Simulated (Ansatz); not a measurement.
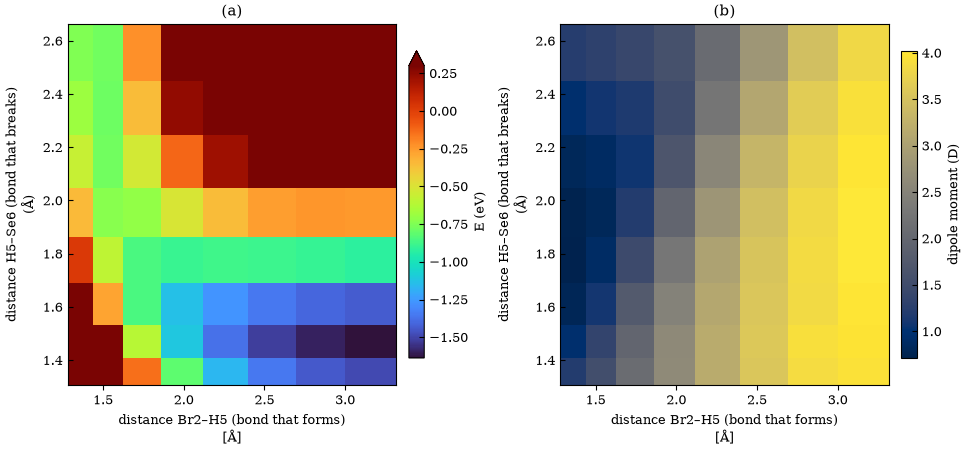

The reacting system AlBrH₄Se. The first coordinate is: distance Br2–H5 (bond that forms); the second: distance H5–Se6 (bond that breaks). Relaxed at each point: all other coordinates. Grid: 8 × 8 points. Points are written as (first, second). Energies are in eV, from a guessed transition structure relaxed with its forming and breaking bonds held. The reference is spin-restricted, so regions where a bond is pulled apart into radicals lie too high. The calculation used RKS BHLYP-D4/def2-SVP in Ansatz 0.2.0.

Panel (a) is the energy; panel (b) is the computed dipole moment, in D.

Drawn: one coloured cell a grid point, one colour for all values above the top of the scale.

**How does the dipole moment vary over the map, and what is it at the lowest grid point?**

Leaving out the highest fifth of the energies, it runs from 0.71 D at (1.359 Å, 1.775 Å) to 4.02 D at (3.159 Å, 1.955 Å). At the lowest grid point, (3.159 Å, 1.464 Å), it is 3.97 D. That point lies on the edge of the scan.

```tsv
second ↓, first →	1.359	1.517	1.735	1.983	2.253	2.541	2.844	3.159
2.559	1.22	1.30	1.40	1.58	2.08	2.82	3.46	3.83
2.349	0.95	1.08	1.16	1.50	2.25	3.09	3.65	3.93
2.147	0.81	0.88	1.07	1.67	2.55	3.32	3.76	3.99
1.955	0.73	0.81	1.20	1.98	2.81	3.46	3.84	4.02
1.775	0.71	0.89	1.47	2.27	3.02	3.54	3.86	4.01
1.610	0.78	1.10	1.75	2.48	3.10	3.56	3.85	3.99
1.464	0.95	1.35	1.97	2.61	3.16	3.58	3.91	3.97
1.359	1.20	1.54	2.09	2.62	3.17	3.56	3.87	3.93
```
